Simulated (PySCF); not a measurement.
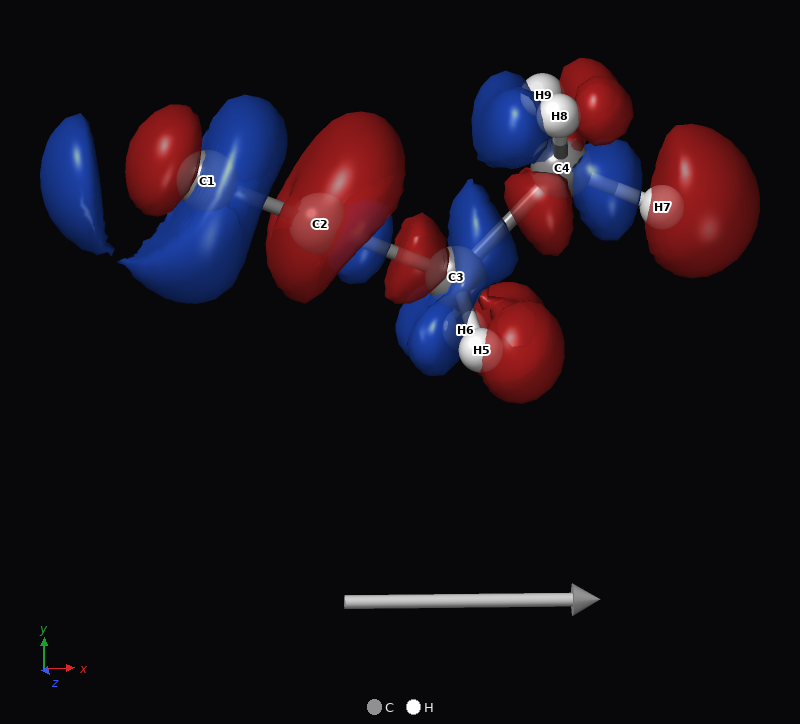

Figure. C₄H₅, charge −1, SMILES `[C-]#CCC`. Change of the electron density in a uniform field of 0.15 V/Å along +x (arrow), surfaces at ±0.0015 e/Å³ (blue: gain, red: loss).

Method: B3LYP/def2-SVPD; geometry: GFN2-xTB; program: PySCF. No frequency check shows the geometry to be a minimum. For an anion such functionals hold the outermost electrons too loosely, so the response is rough.

Coordinates in Å:

```
C1      -2.0900    0.3560    0.0004
C2      -0.9463   -0.0931   -0.0004
C3       0.4357   -0.6490   -0.0003
C4       1.5102    0.4500   -0.0004
H5       0.6071   -1.2937    0.8895
H6       0.6076   -1.2949   -0.8876
H7       2.5292    0.0375    0.0031
H8       1.3988    1.0843    0.8812
H9       1.3993    1.0831   -0.8822
```

Q: What dipole is induced, and what polarisability does it imply?

A: The induced dipole is 0.65 D (along the field); α along this axis, from the fields in both directions, is 87 bohr³ (12.9 Å³).

Q: Which atoms gain and lose the most charge?

A: Electrons gather most on C1 (Hirshfeld charge changes by −0.026 e) and leave H7 most (+0.009 e); 0.049 electrons are displaced in all.
